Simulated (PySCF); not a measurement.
**RuH₄: structure of the triplet**

Where does triplet RuH₄ go from a see-saw start, is the end point a minimum, and what are its modes, charges and moments?

Computed with PySCF 2.14.0. Level: PBE0, basis Ru def2-TZVP with ECP28, H def2-TZVP, scalar-relativistic core potentials, no spin–orbit coupling, density fitting.

### 1 Where the work starts

5 atoms, charge 0, spin multiplicity 3.

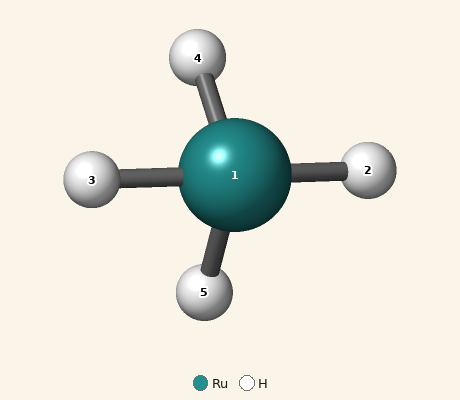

As it starts; ruthenium teal, hydrogen white; atoms are numbered from 1 in the order of the file.

```xyz
5
charge 0 multiplicity 3
Ru    0.0000    0.0000   -0.0210
H     0.0000    1.5640    0.1158
H     0.0000   -1.5640    0.1158
H     1.2372    0.0000    0.9456
H    -1.2372    0.0000    0.9456
```

### 2 Relaxing the triplet from the see-saw start

The steps below are one call of a driver around PySCF. For each, scf.py gives the equivalent set-up of the SCF; relaxations use the driver's own optimiser. Before each start the driver seeks the lowest SCF state from one or more starting densities and follows internal instabilities, so scf.py alone need not reach the same state.

The program finds C2v symmetry in the start, which this walk keeps. The walk stops when the largest gradient is under 0.0003 Eh/bohr and the energy has settled too.

Contents of scf.py:

```python
from pyscf import gto, scf, dft
mol = gto.M(atom='''
Ru     0.000000     0.000000    -0.020995
H      0.000000     1.564000     0.115805
H     -0.000000    -1.564000     0.115805
H      1.237200    -0.000000     0.945605
H     -1.237200     0.000000     0.945605''',
    basis={'Ru': 'def2-TZVP', 'H': 'def2-TZVP'},
    ecp={'Ru': 'def2-TZVP'},
    charge=0, spin=2)
mf = dft.UKS(mol, xc='PBE0')
mf.grids.atom_grid = (50, 194)
aux = {'Ru': 'def2-universal-JKFIT', 'H': 'def2-universal-JKFIT'}
mf = mf.density_fit(auxbasis=aux)
mf.kernel()
```

The runs that follow: Hessian and properties; Downhill along the imaginary mode; Frequencies; Leaving the saddle point; Frequencies.

What does the calculation give? Wanted: minimum; geometry; wavenumbers; dipole moment; highest occupied, lowest empty level; polar-tensor charge of Ru1; zero-point energy; atomisation energy; ⟨S²⟩.

The runs gave:

| quantity | value |
| --- | --- |
| minimum | triplet, C1 |
| geometry | H–H 0.873 Å, Ru–H 1.553 Å, Ru–H 1.618 Å, Ru–H 1.733 Å, Ru–H 1.784 Å; H–H–Ru 72.4°, H–H–Ru 78.9°, H–Ru–H 28.7°, H–Ru–H 71.9°, H–Ru–H 72.2°, H–Ru–H 98.8° |
| wavenumbers (cm⁻¹) | 373 (a), 463 (a), 701 (a), 765 (a), 886 (a), 1652 (a), 1971 (a), 2163 (a), 2762 (a) |
| dipole moment | 2.56 D |
| highest occupied, lowest empty level (either spin) | -6.13, -2.28 eV |
| polar-tensor charge of Ru1 | +0.18 e |
| zero-point energy | 70.2 kJ/mol |
| entropy at 298.15 K | 259.0 J/(mol K) |
| atomisation energy (no zero-point energy) | 1009 kJ/mol |
| ⟨S²⟩ | 2.013 |

In words: The see-saw start ends in a minimum without symmetry. The strongest infrared band lies at 2762 cm⁻¹ (a). Most of the spin sits on Ru1 (Mulliken spin 2.06, against 2 for the whole molecule). Other starts or spin states, not run here, may lie lower. Open d and f shells are described by one determinant, and the ground state may have another occupation or spin.
